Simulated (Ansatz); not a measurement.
# C3H9N: the cost of one run

Computed with the Python package of Ansatz 0.2.0. The levels of theory stand in the script.

### Step 1. The structure

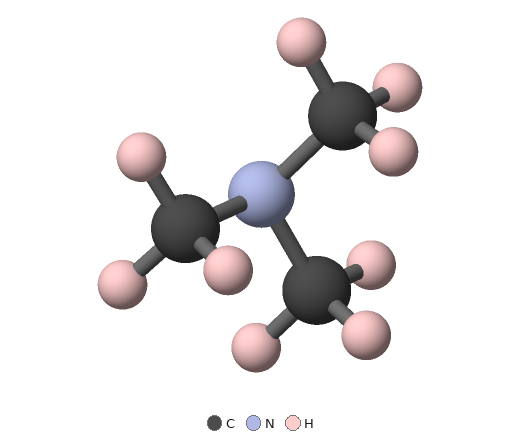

The starting structure, viewed from a chosen angle; carbon dark grey, nitrogen light blue, hydrogen pink.

The script reads c3h9n.xyz:

```xyz
13

C    -0.36030    1.30630    0.29890
N    -0.14500   -0.13060    0.46510
C     1.27270   -0.45580    0.31340
C    -0.94780   -0.88240   -0.49880
H    -0.06400    1.65810   -0.69600
H     0.20850    1.86950    1.04730
H    -1.41570    1.55750    0.45320
H     1.65410   -0.19590   -0.68080
H     1.44160   -1.52580    0.47850
H     1.87130    0.07510    1.06200
H    -0.68210   -0.64470   -1.53530
H    -0.81940   -1.96020   -0.34850
H    -2.01390   -0.67120   -0.35910
```

### Step 2. The code

File methods.py:

```python
'''C3H9N at several levels of theory.'''

import argparse

import ansatz as az

parser = argparse.ArgumentParser(description='C3H9N at several levels of theory.')
parser.add_argument('--basis', required=True, help='basis')
args = parser.parse_args()

molecule = az.Crystal.molecule_from_extxyz('c3h9n.xyz')

job = molecule.calculation().basis(gaussian=args.basis)

methods = ['mp2', 'ccsd', 'ccsd_t']
reports = [job.correlation(m).run(threads=1).report for m in methods]
print(f'Hartree-Fock reference {reports[0]["reference_energy_ev"] / 27.211386246:.6f} Ha')
best = reports[-1]['free_energy_ev'] - reports[-1]['reference_energy_ev']
for method, each in zip(methods, reports):
    gained = each['free_energy_ev'] - each['reference_energy_ev']
    print(f'{method:8s} total {each["free_energy_ev"] / 27.211386246:.6f} Ha  correlation {gained:9.4f} eV  ({100 * gained / best:.1f} % of the last)')
```

### Step 3. What the engine is handed

The package turns the script's settings into the engine's input (first run):

```yaml
crystal:
  periodic: [false, false, false]
  atoms:
    - { symbol: C, position_ang: [-0.3603, 1.3063, 0.2989] }
    - { symbol: "N", position_ang: [-0.145, -0.1306, 0.4651] }
    - { symbol: C, position_ang: [1.2727, -0.4558, 0.3134] }
    - { symbol: C, position_ang: [-0.9478, -0.8824, -0.4988] }
    - { symbol: H, position_ang: [-0.064, 1.6581, -0.696] }
    - { symbol: H, position_ang: [0.2085, 1.8695, 1.0473] }
    - { symbol: H, position_ang: [-1.4157, 1.5575, 0.4532] }
    - { symbol: H, position_ang: [1.6541, -0.1959, -0.6808] }
    - { symbol: H, position_ang: [1.4416, -1.5258, 0.4785] }
    - { symbol: H, position_ang: [1.8713, 0.0751, 1.062] }
    - { symbol: H, position_ang: [-0.6821, -0.6447, -1.5353] }
    - { symbol: H, position_ang: [-0.8194, -1.9602, -0.3485] }
    - { symbol: H, position_ang: [-2.0139, -0.6712, -0.3591] }
basis:
  gaussian:
    orbitals: def2-SVP
correlation:
  method: mp2
```

### Step 4. Running it

Command:

```sh
> python methods.py --basis def2-SVP
```

What time and memory should one allow on 1 thread of Intel Xeon Platinum 8375C at 2.90GHz (Ice Lake), shared host?

About 15 s, with a peak of 0.54 GiB.
